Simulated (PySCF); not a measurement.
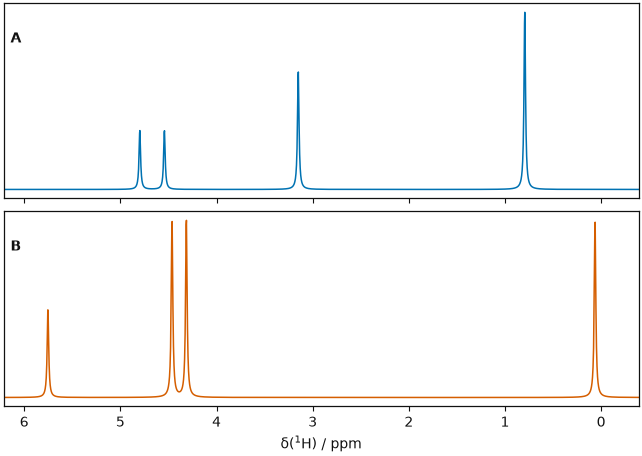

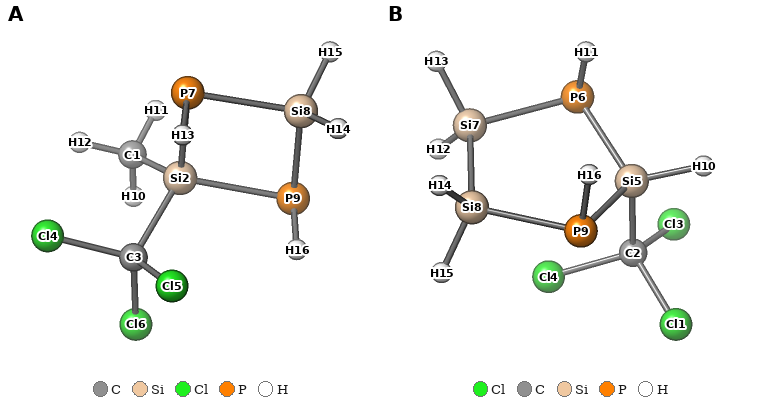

Related molecules: A is C₂H₇Cl₃P₂Si₂, SMILES C[Si]1(C(Cl)(Cl)Cl)P[SiH2]P1; B is CH₇Cl₃P₂Si₃, SMILES ClC(Cl)(Cl)[SiH]1P[SiH2][SiH2]P1. GIAO ¹H shifts against TMS, PBE0/pcSseg-1, PySCF 2.14.0, at a GFN2-xTB geometry (no frequency check); fully decoupled, line heights follow the number of nuclei within a panel, widths are arbitrary (no quadrupolar broadening); values of one conformer, averaged over methyl-type rotors and exact or near symmetry; other conformers aren't averaged in.

Assign the ¹H signals of each molecule.

A: 4.80 (H14); 4.54 (H15); 3.15 (H13, H16); 0.79 (H10, H11, H12)
B: 5.75 (H10); 4.46 (H13, H14); 4.31 (H12, H15); 0.06 (H11, H16)

Limits of at least one run: the tight-binding geometry is rougher than a DFT one and adds to the error.
